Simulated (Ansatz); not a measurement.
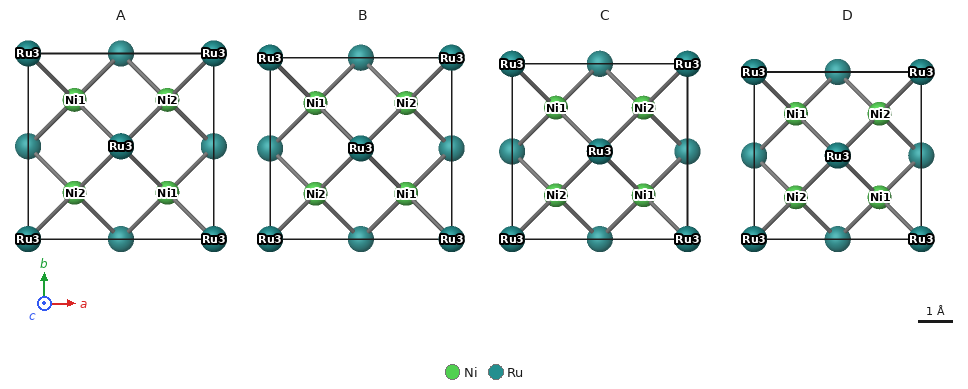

4 geometries from one relaxation of solid Ni2Ru (built on the fluorite_225 type) (coarse preliminary run), in shuffled order. Style: ball-and-stick. Shown: the conventional cell (4 times the calculation's cell), along the c axis. Lengths and directions refer to the drawn axes.

Case: fluorite type (Fm-3m, No. 225).

All numbers below come from Ansatz, DFT PBE, scalar-relativistic, plane waves, PAW. Settings: plane-wave cutoff 420 eV; k-point mesh 6 × 6 × 6; occupations gaussian; smearing width 0.1 eV; no spin polarisation; cell and atoms relaxed; force threshold 0.04 eV/Å; at most 70 steps.

Question: Put them in the order of the run, from the start to the converged end.

Answer: D, C, B, A. They are steps 0, 1, 2, 8, at +1019 meV per atom, +269 meV per atom, +48.5 meV per atom relative to the last. The energy falls by 1019 meV per atom in 6 accepted moves (8 points after the start). All forces vanish by symmetry, so only the cell relaxes. The pressure goes from 112.02 to 0.03 GPa. The SCF was repeated twice at an unchanged geometry on a basis and grid sized afresh for the cell, which shifted the energy by 19.8 meV per atom at most. No atom moves by more than 0.005 Å relative to the cell. The volume changes by +37.0 %, with a = b = c 5.026 → 5.582 Å (+11.1 %). Some distances before and after: Ni1–Ru3 2.176 → 2.417 Å. The space group stays Fm-3m (No. 225). The run took 10 s on 1 thread of Arm Neoverse V2, with other jobs on the host, peak memory 0.32 GiB.
